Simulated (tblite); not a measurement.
Run report: C₈H₁₆Si, geometry relaxation (part 4 of 4)

Continued. System: C₈H₁₆Si. Method: GFN2-xTB geometry optimisation, gas phase (tblite 0.8.0). It belongs to a series of runs on one base structure; here: H on C replaced by tBu.

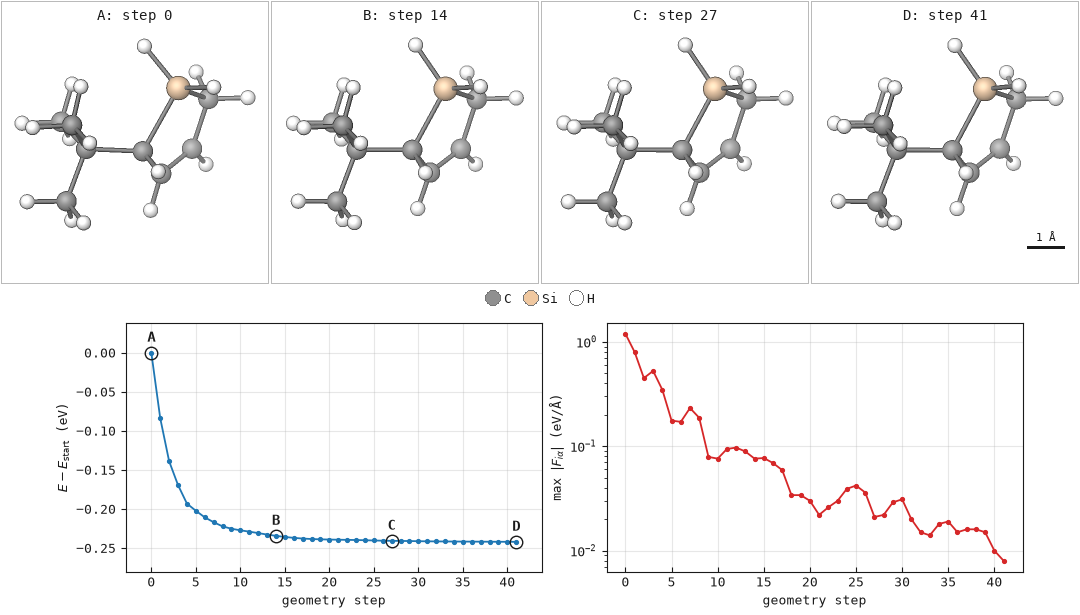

Frames of the relaxation (ball-and-stick view, seen at a tilt) above the curves, on which the letters mark them (steps are counted from 0).

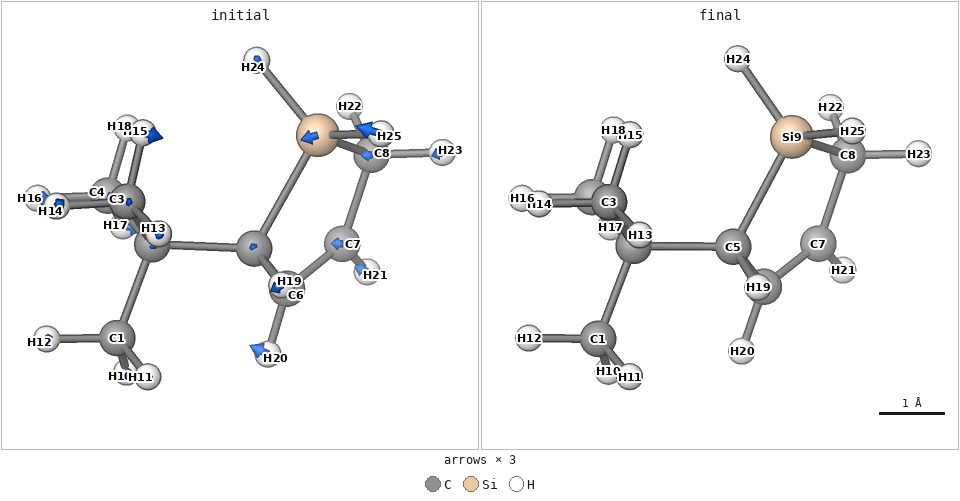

Before (left) and after (right) the relaxation, at one scale (ball-and-stick view, seen at a tilt). The blue arrows give the displacements, magnified 3 times. The energy falls by 0.242 eV in 41 geometry steps. The largest force component goes from 1.2 to 0.008 eV/Å. The atom that moves furthest after the best rigid fit is H25 (0.14 Å). Largest moves by element: H 0.14 Å, Si 0.10 Å, C 0.08 Å. Distances before and after: C5–Si9 2.005 → 1.920 Å, C2–C5 1.580 → 1.543 Å, C6–C7 1.348 → 1.321 Å, Si9–H24 1.491 → 1.467 Å. Among the angles that change: C5–Si9–H24 111.5° → 117.1°, H24–Si9–H25 114.4° → 108.8°, Si9–C5–H19 104.4° → 109.1°. (Atoms are counted from 1 in the order of the input.)
